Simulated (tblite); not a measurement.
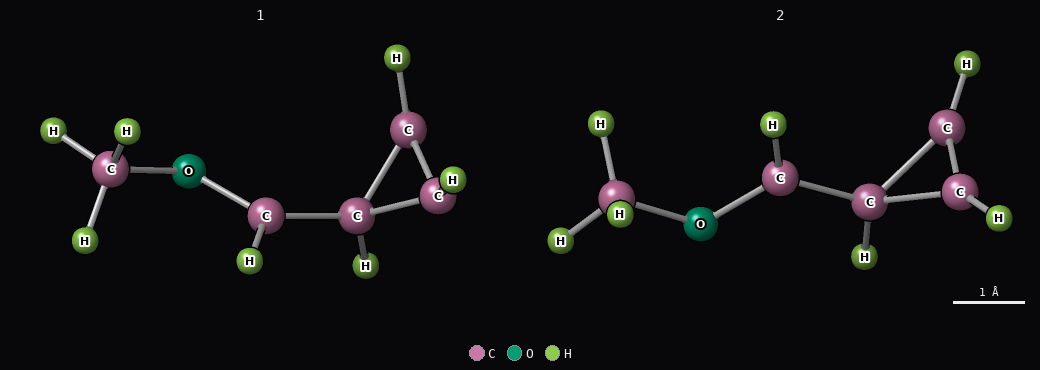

Two geometries of C5H7O (multiplicity 2), drawn at one scale. One is the start of a relaxation, the other its converged end. A ball-and-stick model, seen face on.

Level of theory: GFN2-xTB geometry optimisation, gas phase (tblite 0.8.0). 

### Which of the two is the end point?

Structure 2 is the relaxed one. The largest move after the best rigid fit is that of an H atom, 1.94 Å. Largest moves by element: H 1.94 Å, O 0.79 Å, C 0.55 Å. Near-neighbour distances that change, for instance: C–C 1.422 → 1.519 Å, C–C 1.340 → 1.300 Å, C–H 1.076 → 1.063 Å, C–O 1.384 → 1.372 Å. Among the angles between lasting bonds that change: C–C–H 122.1° → 150.1°, C–C–H 123.4° → 150.0°, C–C–H 137.3° → 144.8°. Groups turn about C–O by about 120°, C–C by about 85°. After 149 geometry steps the energy has fallen by 1.610 eV.
